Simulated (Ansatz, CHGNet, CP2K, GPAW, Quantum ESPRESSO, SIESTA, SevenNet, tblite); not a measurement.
# Quantum ESPRESSO runs on H-capped Ge nanowire along [111] (48 atoms)

Wanted: Quantum ESPRESSO inputs and outputs for H-capped Ge nanowire along [111] (48 atoms), checked against a plane-wave reference.

Calculated with Quantum ESPRESSO 7.5; the method is named at each step.

## (1) Starting point

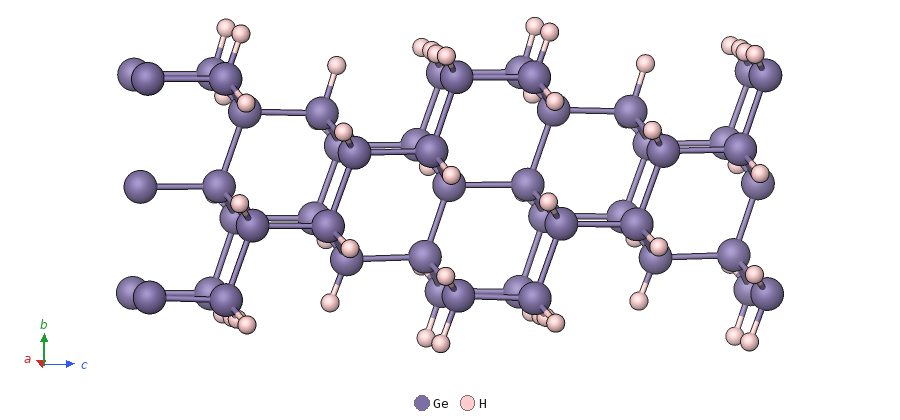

The cell as given, from the side, with the c axis across the page (germanium purple, hydrogen pink). 1×1×2 cells are drawn. Some periodic images of atoms are drawn too.

The cell holds 48 atoms: 22 Ge and 26 H. Its edges and angles: a = 15.499 Å, b = 18.815 Å, c = 9.800 Å, α = 90.0°, β = 90.0°, γ = 90.0°. It derives from Ge (diamond-structure). Square section of size parameter 3.53 Å cut from diamond-structure Ge (a = 5.658 Å) along [111], 1 period, broken bonds capped with H, 9 Å of vacuum. Then every atom was moved at random, 0.02 Å r.m.s. a Cartesian component (hydrogen 0.6 of that). Regions: wire, 22 atoms (22 Ge); hydrogen, 26 atoms (26 H). Vacuum lies along a and b. The structure's axis is c.

The yardstick, on the same geometry:

```
method                                           : Kohn-Sham DFT, PBE, PAW, plane waves (Ansatz 0.2.0); cutoff 420 eV, Γ point, fermi-dirac smearing of 0.05 eV; PAW set soft_2
r.m.s. force component                           : 0.4385 eV/Å
longest force                                    : 1.669 eV/Å
gap (highest filled to lowest empty level) : 2.858 eV
SCF cycles                                       : 8
time                                             : 8.4 s on 8 threads of Arm Neoverse V2, shared host
CPU time                                         : 61 s
```

## (2) PBE, sssp-1.3.0-efficiency, 45/360 Ry

Method: Kohn-Sham DFT, PBE, SSSP efficiency 1.3.0 pseudopotentials, plane waves.

File pw.in:

```
&control
  calculation = 'scf'
  pseudo_dir = './pseudo'
  outdir = './tmp'
  disk_io = 'none'
  tprnfor = .true.
/
&system
  ibrav = 0
  nat = 48
  ntyp = 2
  ecutwfc = 45
  ecutrho = 360
  nosym = .true.
  occupations = 'smearing'
  smearing = 'fd'
  degauss = 0.003675
/
&electrons
  conv_thr = 2.4e-07
  electron_maxstep = 100
  mixing_beta = 0.4
  mixing_mode = 'local-TF'
  diagonalization = 'david'
/
ATOMIC_SPECIES
Ge 72.630 Ge.upf
H 1.008 H.upf
CELL_PARAMETERS angstrom
15.49929 0.00000 0.00000
0.00000 18.81460 0.00000
0.00000 0.00000 9.79994
ATOMIC_POSITIONS crystal
Ge 0.37203 0.31852 0.00367
Ge 0.36620 0.31374 0.24991
Ge 0.37323 0.43812 0.33735
Ge 0.37208 0.43662 0.58153
Ge 0.37111 0.68522 0.99782
Ge 0.36858 0.68461 0.24861
Ge 0.37089 0.55944 0.66709
Ge 0.36994 0.56161 0.91615
Ge 0.63073 0.31626 0.99798
Ge 0.62848 0.31452 0.25016
Ge 0.63037 0.44109 0.33315
Ge 0.62823 0.43963 0.58585
Ge 0.49598 0.37571 0.66570
Ge 0.49860 0.37928 0.91910
Ge 0.62822 0.68247 0.00164
Ge 0.62925 0.68257 0.25682
Ge 0.50250 0.49900 0.99846
Ge 0.50134 0.49918 0.25263
Ge 0.50184 0.62430 0.33681
Ge 0.50111 0.62064 0.58585
Ge 0.63027 0.56135 0.67137
Ge 0.62998 0.56204 0.91890
H 0.29227 0.35437 0.94756
H 0.37135 0.23842 0.94639
H 0.28987 0.27493 0.30334
H 0.44896 0.27829 0.30182
H 0.29192 0.47822 0.28012
H 0.28804 0.40184 0.63679
H 0.45074 0.72130 0.94729
H 0.28944 0.72380 0.94912
H 0.37039 0.75981 0.29879
H 0.28961 0.64685 0.30080
H 0.29009 0.59741 0.61617
H 0.28922 0.52381 0.96524
H 0.62959 0.23787 0.94787
H 0.71090 0.35536 0.94783
H 0.71064 0.27702 0.30365
H 0.54842 0.27741 0.30443
H 0.71189 0.47800 0.27775
H 0.70862 0.40057 0.63857
H 0.50175 0.30280 0.61270
H 0.54883 0.72316 0.95043
H 0.70774 0.72208 0.94838
H 0.70826 0.64261 0.30695
H 0.62748 0.75957 0.29941
H 0.50140 0.70083 0.63404
H 0.70986 0.60046 0.61017
H 0.70884 0.52236 0.97006
K_POINTS gamma
```

Run with:

```console
$ OMP_NUM_THREADS=1 mpirun -np 4 pw.x -in pw.in > output.txt
```

The program printed:

```text
Program PWSCF
     gamma-point specific algorithms are used
     one sub-group per band group will be used
     scalapack distributed-memory algorithm (size of sub-group:  2*  2 procs)
     Parallelization info
     sticks:   dense  smooth     PW     G-vecs:    dense   smooth      PW
     Min        7461    3729    930               556110   196623   24548
     Max        7462    3730    932               556111   196626   24552
     Sum       29847   14919   3725              2224441   786501   98199
     bravais-lattice index     =            0
     lattice parameter (alat)  =      29.2894  a.u.
     unit-cell volume          =   19285.3183 (a.u.)^3
     number of atoms/cell      =           48
     number of atomic types    =            2
     number of electrons       =       334.00
     number of Kohn-Sham states=          200
     kinetic-energy cutoff     =      45.0000  Ry
     charge density cutoff     =     360.0000  Ry
     scf convergence threshold =      2.4E-07
     mixing beta               =       0.4000
     number of iterations used =            8  local-TF  mixing
     Exchange-correlation= PBE
                           (   1   4   3   4   0   0   0)
     crystal axes: (cart. coord. in units of alat)
               a(1) = (   1.000000   0.000000   0.000000 )
               a(2) = (   0.000000   1.213901   0.000000 )
               a(3) = (   0.000000   0.000000   0.632283 )
     reciprocal axes: (cart. coord. in units 2 pi/alat)
               b(1) = (  1.000000  0.000000  0.000000 )
               b(2) = (  0.000000  0.823791  0.000000 )
               b(3) = (  0.000000  0.000000  1.581570 )
     PseudoPot. # 1 for Ge:
     Pseudo is Ultrasoft + core correction, Zval = 14.0
     PseudoPot. # 2 for H :
     Pseudo is Ultrasoft, Zval =  1.0
     atomic species   valence    mass     pseudopotential
     Ge               14.00    72.63000     Ge( 1.00)
     H                 1.00     1.00800     H ( 1.00)
     No symmetry found
   Cartesian axes
     number of k points=     1  Fermi-Dirac smearing, width (Ry)=  0.0037
                       cart. coord. in units 2pi/alat
        k(    1) = (   0.0000000   0.0000000   0.0000000), wk =   2.0000000
     Dense  grid:  1112221 G-vectors     FFT dimensions: ( 180, 216, 120)
     Smooth grid:   393251 G-vectors     FFT dimensions: ( 125, 160,  80)
     Initial potential from superposition of free atoms
     starting charge     333.9805, renormalised to     334.0000
     negative rho (up, down):  2.202E-04 0.000E+00
     Starting wfcs are  224 randomized atomic wfcs
     Self-consistent Calculation
     iteration #  1     ecut=    45.00 Ry     beta= 0.40
     Threshold (ethr) on eigenvalues was too large:
     Diagonalizing with lowered threshold
     negative rho (up, down):  1.625E-07 0.000E+00
     total energy              =   -4730.44645284 Ry
     estimated scf accuracy    <       1.69460034 Ry
     iteration #  2     ecut=    45.00 Ry     beta= 0.40
     total energy              =   -4730.13383303 Ry
     estimated scf accuracy    <       0.83695687 Ry
     iteration #  3     ecut=    45.00 Ry     beta= 0.40
     total energy              =   -4730.17930130 Ry
     estimated scf accuracy    <       0.11272109 Ry
     iteration #  4     ecut=    45.00 Ry     beta= 0.40
     total energy              =   -4730.16970233 Ry
     estimated scf accuracy    <       0.04781746 Ry
     iteration #  5     ecut=    45.00 Ry     beta= 0.40
     negative rho (up, down):  8.472E-04 0.000E+00
     total energy              =   -4730.17139175 Ry
     estimated scf accuracy    <       0.02720964 Ry
     iteration #  6     ecut=    45.00 Ry     beta= 0.40
     negative rho (up, down):  6.848E-03 0.000E+00
     total energy              =   -4730.17111459 Ry
     estimated scf accuracy    <       0.00706161 Ry
[...]
negative rho (up, down):  2.601E-02 0.000E+00
[...]
negative rho (up, down):  2.464E-02 0.000E+00
[...]
total energy              =   -4730.17358948 Ry
[...]
iteration # 13     ecut=    45.00 Ry     beta= 0.40
[...]
total energy              =   -4730.17358625 Ry
     estimated scf accuracy    <       0.00000183 Ry
     iteration # 14     ecut=    45.00 Ry     beta= 0.40
     negative rho (up, down):  3.981E-04 0.000E+00
     total energy              =   -4730.17358631 Ry
     estimated scf accuracy    <       0.00000024 Ry
     iteration # 15     ecut=    45.00 Ry     beta= 0.40
     negative rho (up, down):  3.315E-04 0.000E+00
     End of self-consistent calculation
          k = 0.0000 0.0000 0.0000 ( 49100 PWs)   bands (ev):
   -26.5998 -26.5757 -26.5725 -26.5516 -26.5453 -26.5345 -26.5304 -26.5246
   -26.5149 -26.5084 -26.5059 -26.5025 -26.4938 -26.4812 -26.4775 -26.4749
   -26.4684 -26.4671 -26.4596 -26.4501 -26.4484 -26.4452 -26.4419 -26.4359
   -26.4297 -26.4272 -26.4243 -26.4234 -26.4190 -26.4141 -26.4118 -26.4066
   -26.4054 -26.4011 -26.3983 -26.3934 -26.3881 -26.3848 -26.3780 -26.3770
   -26.3736 -26.3688 -26.3675 -26.3647 -26.3618 -26.3603 -26.3544 -26.3521
[...]
0.7002   0.9278   0.9597   1.0422   1.1595   1.1858   1.3336   1.4005
     1.5267   1.5839   1.6936   1.7398   1.7616   1.8567   1.9630   2.0038
     2.0733   2.1133   2.2220   2.2553   2.3050   2.3978   2.4477   2.5386
     the Fermi energy is    -1.1996 ev
!    total energy              =   -4730.17358638 Ry
     estimated scf accuracy    <       0.00000007 Ry
     smearing contrib. (-TS)   =      -0.00000000 Ry
     internal energy E=F+TS    =   -4730.17358638 Ry
     The total energy is F=E-TS. E is the sum of the following terms:
     one-electron contribution =  -13579.61319487 Ry
     hartree contribution      =    6965.00521050 Ry
     xc contribution           =   -1300.51515738 Ry
     ewald contribution        =    3184.94955537 Ry
     convergence has been achieved in  15 iterations
     negative rho (up, down):  3.315E-04 0.000E+00
     Forces acting on atoms (cartesian axes, Ry/au):
     atom    1 type  1   force =     0.00592694   -0.04774875   -0.00662672
     atom    2 type  1   force =     0.02216274    0.03857226   -0.00471939
     atom    3 type  1   force =    -0.02001715   -0.01529260   -0.02535546
     atom    4 type  1   force =    -0.02343445    0.01856568    0.01152033
     atom    5 type  1   force =    -0.03942279   -0.02705583    0.02069305
     atom    6 type  1   force =     0.04036141   -0.02035631   -0.01846037
[...]
atom   46 type  2   force =    -0.00104471   -0.01312047   -0.00124731
     atom   47 type  2   force =    -0.00056474   -0.00056991    0.00352474
     atom   48 type  2   force =     0.01668013   -0.00754288    0.00838466
     Total force =     0.203178     Total SCF correction =     0.000975
     Message from routine punch:
     Nothing written, as per user request (disk_io='none')
```

It took 2.5 min on 4 MPI ranks of Arm Neoverse V2, shared host; peak memory 5.3 GiB; 9.9 min of CPU time.

Banners, paths, timers and routine set-up lines are dropped from the logs unmarked, and long logs keep their key lines alone; longer cuts are marked.

Against the reference:

```
r.m.s. force component                           : 0.4353 eV/Å
r.m.s. difference of force components            : 6.708 meV/Å
longest difference of force vectors              : 18.93 meV/Å
force difference over r.m.s. force               : 1.53 %
slope of forces against the reference's          : 0.9926
correlation of force components                  : 0.9999
gap (highest filled to lowest empty level) : 2.859 eV
gap difference                                   : 0.0009 eV
```

Length of the force difference by element (eV/Å):

| element | atoms | mean | most |
| --- | --- | --- | --- |
| Ge | 22 | 0.0065 | 0.013 |
| H | 26 | 0.014 | 0.019 |

Levels nearest the highest filled one (eV from it): -1.67, -1.61, -1.55, -1.39, -1.34, -1.27, -1.11, -0.88, -0.69, -0.65, -0.61, 0.00, 2.86, 2.96, 3.04, 3.13, 3.17, 3.23, 3.40, 3.42, 3.51, 3.53, 3.76, 3.79.

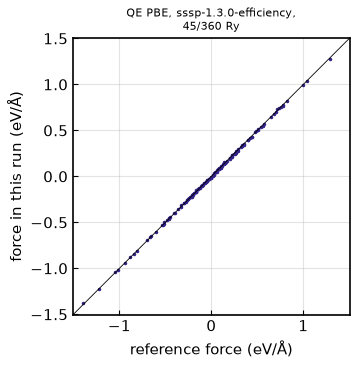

Force components against those of the reference; the line marks equality.

Local excerpt of 9 atoms (numbers count through the whole input) about Ge10, picked at random; x, y, z are measured from there.

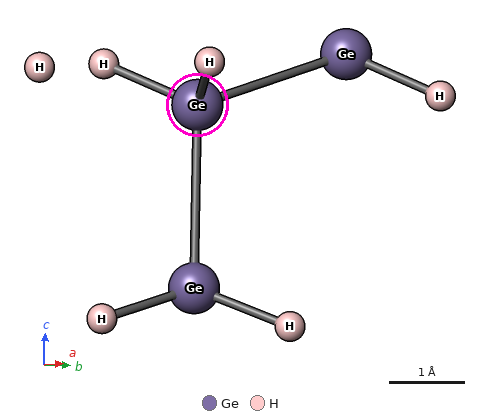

The atoms of the table, within 3.3 Å (arrows a, b, c point along x, y, z); some may hide others; the central atom is ringed.

| atom | x | y | z | distance (Å) | bonds | Fx | Fy | Fz (eV/Å) |
| --- | --- | --- | --- | --- | --- | --- | --- | --- |
| Ge10 | 0.00 | 0.00 | 0.00 | 0.00 | 4 | 0.82 | 0.77 | -0.22 |
| H38 | -1.24 | -0.70 | 0.53 | 1.52 | 1 | 0.04 | -0.20 | 0.10 |
| H37 | 1.27 | -0.71 | 0.52 | 1.55 | 1 | 0.02 | -0.04 | 0.02 |
| Ge9 | 0.03 | 0.03 | -2.47 | 2.47 | 4 | -0.66 | -0.21 | 0.35 |
| Ge11 | 0.03 | 2.38 | 0.81 | 2.52 | 4 | 0.06 | -0.94 | 0.27 |
| H26 | -2.78 | -0.68 | 0.51 | 2.91 | 1 | -0.22 | -0.19 | 0.05 |
| H35 | 0.02 | -1.44 | -2.96 | 3.29 | 1 | 0.08 | 0.15 | -0.10 |
| H36 | 1.28 | 0.77 | -2.96 | 3.32 | 1 | 0.24 | 0.05 | -0.10 |
| H39 | 1.29 | 3.08 | 0.27 | 3.35 | 1 | 0.11 | 0.09 | -0.05 |

Forces lie 1.5 % from the reference's, at 9.8 times its CPU time (on 4 against 8 cores).

## (3) Outcome

```json
{"force difference from the reference": "QE PBE, sssp-1.3.0-efficiency, 45/360 Ry, 1.5 %", "its CPU time": "9.9 min"}
```

What this shows: PBE on plane waves or a grid with other potentials, cutoffs or grids differs from the reference by 1.5 % (QE PBE, sssp-1.3.0-efficiency, 45/360 Ry) of the r.m.s. force; this holds the reference's own error, so differences of a few per cent don't tell which side is nearer the exact PBE result (QE's 45 Ry are 612 eV, against the reference's 420 eV). PBE gaps agree with the reference's 2.86 eV within 0.001 eV. These are spacings on the run's k-points, which needn't hold the band edges. The electronic-structure runs sample only Γ, in a cell whose periodic width is 10 Å.

[Also dropped from logs without a mark: logging warnings of Python, and SIESTA's first energy breakdown and zero terms.]

[Logs are printed without paths, hosts, clocks, repeated set-up lines and the standing remarks that a program may print on its own settings, such as how far it seeks lower states.]

[Hosts, paths, dates, database ids (printed as entryN), source tags and the programs' standing remarks are cut or masked in the printed files.]
